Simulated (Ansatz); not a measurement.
**Pressure series in InSb**

The reference is InSb in the zinc blende structure (space group F-43m, No. 216).

```yaml
crystal:
  lattice:
    - [0.00000, 3.31748, 3.31748]
    - [3.31748, 0.00000, 3.31748]
    - [3.31748, 3.31748, 0.00000]
  atoms:
    - { symbol: Sb, position: [0.75000, 0.75000, 0.75000] }
    - { symbol: In, position: [0.00000, 0.00000, 0.00000] }
```

Cell and atoms are relaxed at each pressure.

Calculations: DFT with PBE, PAW potentials and a 420 eV plane-wave cutoff in Ansatz (a first-principles code), no SOC, earlier PAW set.

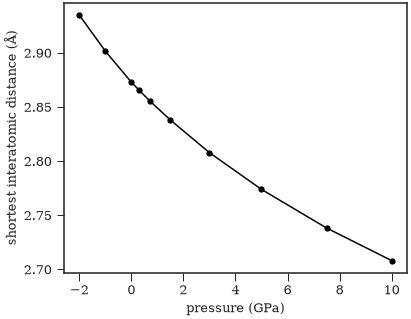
*Shortest interatomic distance against pressure*

**Question.** From the plot, what is the shortest interatomic distance for pressure 3 GPa?

**Answer.** About 2.81 Å.

**Question.** Is the trend monotonic over the range shown?

**Answer.** Yes, it falls throughout, spanning 2.708 Å to 2.935 Å.

Load acts through the strain it causes; cell and atoms are relaxed under it. Stability against distortions was not tested. Tetrahedral semiconductors of this kind turn to denser phases somewhere between about 1 and 50 GPa; those were not computed, so compressed cells here can lie past the real transition. The final runs are not spin-polarised.
